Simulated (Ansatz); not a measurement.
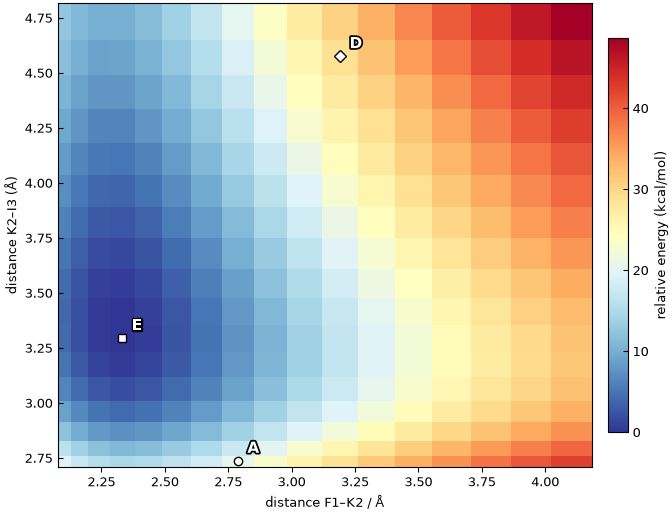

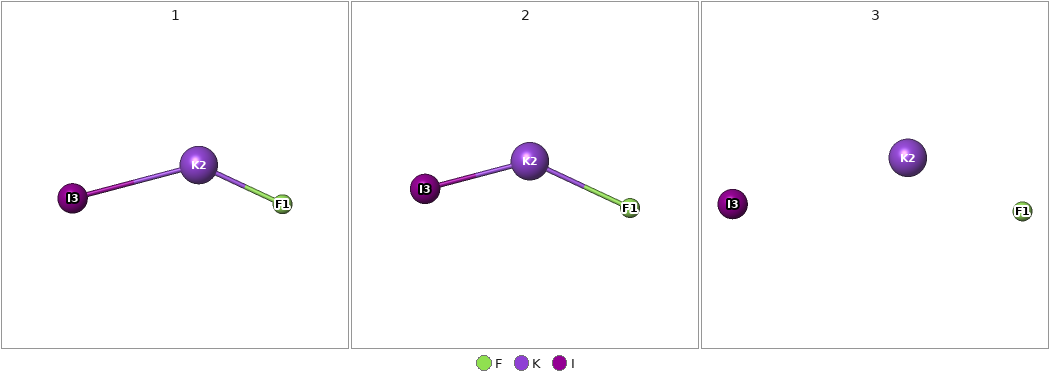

The system F⁻ + KI. Coordinates scanned: (1) distance F1–K2; (2) distance K2–I3. Nothing is relaxed (the angle F1–K2–I3 is fixed at 140 degrees). Grid: 17 × 17 points. Points are written as (first, second). All energies are given in kcal/mol relative to the lowest grid point. Level of theory: RKS PBE0-D4/def2-SVPD (Ansatz).

Drawn: one coloured cell a grid point, lettered points. The numbered pictures are the structures at these points, in random order.

Q: Which structure belongs to which point?

A: A is structure 2: (2.787 Å, 2.736 Å), 20.6 kcal/mol; D is structure 3: (3.190 Å, 4.575 Å), 28.9 kcal/mol; E is structure 1: (2.331 Å, 3.295 Å), 0.0 kcal/mol.
